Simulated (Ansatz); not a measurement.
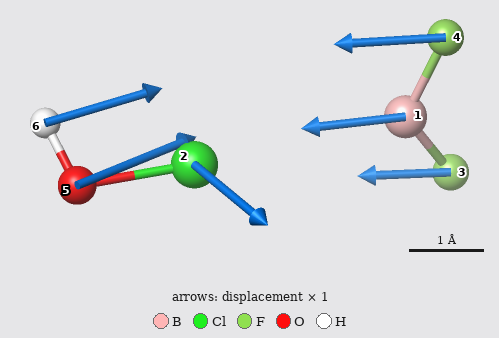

This is a relaxation of BHOClF2 (multiplicity 2). The starting structure is drawn; blue arrows show the displacements, at their true length. The two geometries are superimposed by the best rigid fit.

Style: ball-and-stick. Shown from a free direction.

The run prepares an end point of a later path (reaction) calculation, from a guessed geometry.

Level of theory: UKS PBE-D4/def2-SVP in Ansatz 0.2.0. Set-up: collinear spin; force threshold 0.03 eV/Å; at most 50 steps.

> Describe the change and its energy.

The energy falls by 4.351 eV in 31 accepted moves (34 points after the start). Largest force component: 2.4 eV/Å at the start, 0.024 eV/Å at the end. The line search rejected the trial steps at points 12, 18, 30 of the run. O5 moves most after the best rigid fit: 2.10 Å. By element the largest moves are O 2.10 Å, H 1.72 Å, Cl 1.66 Å, F 1.55 Å, B 1.45 Å. Near-neighbour distances that change, for instance: B1–O5 4.710 → 1.453 Å, B1–Cl2 3.051 → 2.128 Å, Cl2–O5 1.661 → 2.408 Å, B1–F4 1.315 → 1.346 Å. New bonds form, among them: B1–Cl2 (3.05 → 2.13 Å), B1–O5 (4.71 → 1.45 Å). Bonds break, among them: Cl2–O5 (1.66 → 2.41 Å). Bond angles that change, for instance: F3–B1–F4 122.4° → 119.0°.

Limits of the set-up: the start holds two separate molecules, 3.1 Å apart at their closest, whose relative position is a soft coordinate.
